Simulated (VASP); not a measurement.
Band structure of GeW (relaxed from the rocksalt structure, space group Fm-3m). Level of theory: r2SCAN meta-GGA, VASP's PBE PAW potentials (set 64) (plane waves; VASP 6.6.1).

Unless said otherwise, spin-orbit coupling is left out, though it shifts the bands of the heavy elements here.

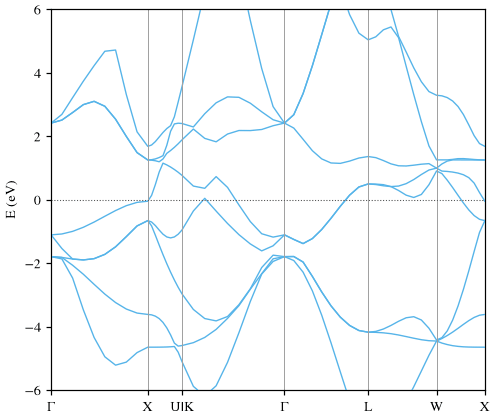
Figure. Bands along high-symmetry lines, zero at the valence-band maximum or, without a gap, the Fermi level

Read the plot: is there a gap, and where are the band edges?

It has no gap at this level: it comes out as a metal or semimetal.

The structure was generated: GeW was put into the rocksalt type (Fm-3m), which need not be its known phase. It was relaxed first, which changed the volume by -25 %.
